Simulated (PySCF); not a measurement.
# C2H5AlS (SMILES C=[C]([AlH2])S): levels of theory compared

Aim: a comparison of 4 runs (MP2/pc-0, MP2/pc-1, MP2/aug-pc-1, MP2/pc-2) of C2H5AlS. Input form: a Python script.

The results are computed with PySCF 2.14.0.

### Step 1. The molecule

C2H5AlS: 9 atoms, total charge 0, spin state singlet. As SMILES, `C=[C]([AlH2])S`. The shape is that of a PBE0-D4/def2-TZVP optimisation. This is one conformer, not always the lowest.

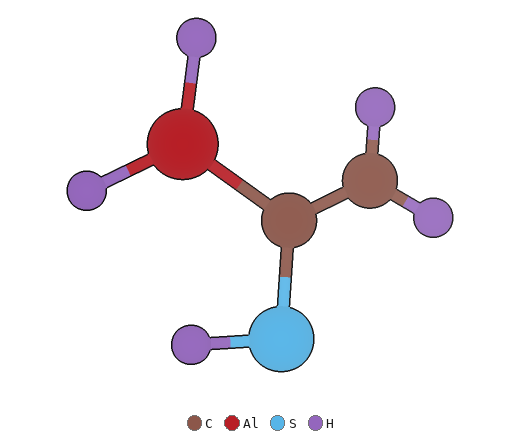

Viewed from a chosen angle; carbon brown, aluminium red, sulfur blue, hydrogen purple.

### Step 2. A single-point energy at MP2/pc-0 (run 1)

job.py

```python
from pyscf import gto, scf, mp

molecule = gto.Mole()
molecule.atom = '''
C     -0.098266     2.442282    -1.597574
C     -0.579201     0.620964     0.095809
Al     1.617606    -2.317182     0.165540
S     -3.146394     0.926155     2.178854
H      1.486270     2.262002    -2.888446
H     -1.223787     4.154374    -1.780689
H      3.887734    -2.423574    -1.782201
H      1.056357    -4.486966     2.158634
H     -2.833266    -1.265361     3.417570
'''
molecule.spin = 0
molecule.verbose = 3
molecule.unit = 'bohr'
molecule.basis = 'pc-0'
molecule.max_memory = 1860
molecule.build()

myscf = scf.RHF(molecule)
myscf.conv_tol = 1e-10
myscf.kernel()
if not myscf.converged:
    myscf = myscf.newton().run(myscf.mo_coeff, myscf.mo_occ)

pt = mp.MP2(myscf, frozen=12).run()
e_final = pt.e_tot
print(f'total energy: {e_final:.8f} hartree')
```

On the command line:

```bash
$ OMP_NUM_THREADS=1 python job.py
```

Standard output:

```text
converged SCF energy = -717.488668467791
E(RMP2) = -717.734407277255  E_corr = -0.24573880946446
E(SCS-RMP2) = -717.739541557706  E_corr = -0.25087308991501
total energy: -717.73440728 hartree
```

Run time: 0.99 s. Hardware: 1 thread of Arm Neoverse V1, shared host; peak memory 0.13 GiB.

### Step 3. The energy at MP2/pc-1 (run 2)

job.py

```python
# C=[C]([AlH2])S
from pyscf import gto, mp

molecule = gto.Mole()
molecule.atom = [
    ('C', (-0.052000, 1.292400, -0.845400)),
    ('C', (-0.306500, 0.328600, 0.050700)),
    ('Al', (0.856000, -1.226200, 0.087600)),
    ('S', (-1.665000, 0.490100, 1.153000)),
    ('H', (0.786500, 1.197000, -1.528500)),
    ('H', (-0.647600, 2.198400, -0.942300)),
    ('H', (2.057300, -1.282500, -0.943100)),
    ('H', (0.559000, -2.374400, 1.142300)),
    ('H', (-1.499300, -0.669600, 1.808500)),
]
molecule.max_memory = 1860
molecule.charge = 0
molecule.verbose = 3
molecule.basis = 'pc-1'
molecule.build()

hf = molecule.RHF()
hf.conv_tol = 1e-10
hf.kernel()
if not hf.converged:
    hf = hf.newton().run(hf.mo_coeff, hf.mo_occ)

pt = mp.MP2(hf, frozen=12).run()
etot = pt.e_tot
print('E = %.10f Eh' % etot)
```

On the command line:

```bash
$ OMP_NUM_THREADS=1 python job.py
```

Standard output:

```text
converged SCF energy = -718.01145182972
E(RMP2) = -718.469961350242  E_corr = -0.458509520521503
E(SCS-RMP2) = -718.471969967575  E_corr = -0.460518137854336
E = -718.4699613502 Eh
```

Wall time 2.3 s (1 thread of Arm Neoverse V1, shared host); peak memory 0.2 GiB.

Run 3 isn't shown in full; the table further down has it.

### Step 4. The energy at MP2/pc-2 (run 4)

run.py

```python
from pyscf import gto, mp

mol = gto.Mole()
mol.atom = '''
C     -0.098266     2.442282    -1.597574
C     -0.579201     0.620964     0.095809
Al     1.617606    -2.317182     0.165540
S     -3.146394     0.926155     2.178854
H      1.486270     2.262002    -2.888446
H     -1.223787     4.154374    -1.780689
H      3.887734    -2.423574    -1.782201
H      1.056357    -4.486966     2.158634
H     -2.833266    -1.265361     3.417570
'''
mol.max_memory = 1860
mol.verbose = 3
mol.charge = 0
mol.basis = 'pc-2'
mol.unit = 'bohr'
mol.spin = 0
mol.build()

calc0 = mol.RHF()
calc0.conv_tol = 1e-10
calc0.kernel()
if not calc0.converged:
    calc0 = calc0.newton().run(calc0.mo_coeff, calc0.mo_occ)

pt = mp.MP2(calc0, frozen=12).run()
e_tot = pt.e_tot
print('E = %.10f Eh' % e_tot)
```

On the command line:

```bash
$ OMP_NUM_THREADS=1 python run.py
```

Standard output:

```text
converged SCF energy = -718.102111718581
E(RMP2) = -718.668214057996  E_corr = -0.566102339414594
E(SCS-RMP2) = -718.67499496843  E_corr = -0.572883249848328
E = -718.6682140580 Eh
```

Wall time 61 s (1 thread of Arm Neoverse V1, shared host); peak memory 2.9 GiB.

### Step 5. The series

| run | level | energy (Eh) | dipole moment (D) of the reference | HOMO energy (eV) | LUMO energy (eV) | wall time |
| --- | --- | --- | --- | --- | --- | --- |
| 1 | MP2/pc-0 | -717.734407 | 1.37 | -8.97 | 0.80 | 0.99 s |
| 2 | MP2/pc-1 | -718.469961 | 1.15 | -8.83 | 0.91 | 2.3 s |
| 3 | MP2/aug-pc-1 | -718.503493 | 1.03 | -8.84 | 0.51 | 9.3 s |
| 4 | MP2/pc-2 | -718.668214 | 1.14 | -8.84 | 0.79 | 61 s |

Convergence of the HOMO energy (Hartree–Fock orbitals) of singlet C2H5AlS with the basis set, against the last point:

| basis set | from the last (eV) | wall time |
| --- | --- | --- |
| pc-0 | -0.1262 | 0.99 s |
| pc-1 | +0.0084 | 2.3 s |
| aug-pc-1 | -0.0038 | 9.3 s |
| pc-2 | +0.0000 | 61 s |

Convergence of the total energy of singlet C2H5AlS with the basis set, against the last point:

| basis set | from the last (mEh) | wall time |
| --- | --- | --- |
| pc-0 | +933.807 | 0.99 s |
| pc-1 | +198.253 | 2.3 s |
| aug-pc-1 | +164.721 | 9.3 s |
| pc-2 | +0.000 | 61 s |

### Step 6. Results

| quantity | value |
| --- | --- |
| run 4: total energy | -718.66821 Eh |
| run 4: dipole moment (Hartree–Fock density) | 1.14 D |
| run 4: HOMO energy (Hartree–Fock orbitals) | -8.84 eV |
| run 4: LUMO energy (Hartree–Fock orbitals) | 0.79 eV |
| run 4: HOMO–LUMO gap (Hartree–Fock orbitals) | 9.63 eV |
| run 4: correlation energy (12 core orbitals frozen) | -566.1 mEh |

**Reading.** For the HOMO energy (Hartree–Fock orbitals) of singlet C2H5AlS to stay within 0.1 eV of the last point, pc-1 is the first point of the series from which all later ones do (2.3 s against 61 s). For the HOMO energy (Hartree–Fock orbitals) of singlet C2H5AlS to stay within 0.02 eV of the last point, pc-1 is the first point of the series from which all later ones do (2.3 s against 61 s). Over the runs the total energy spans 25.410 eV. All runs together took 74 s, the longest 61 s.
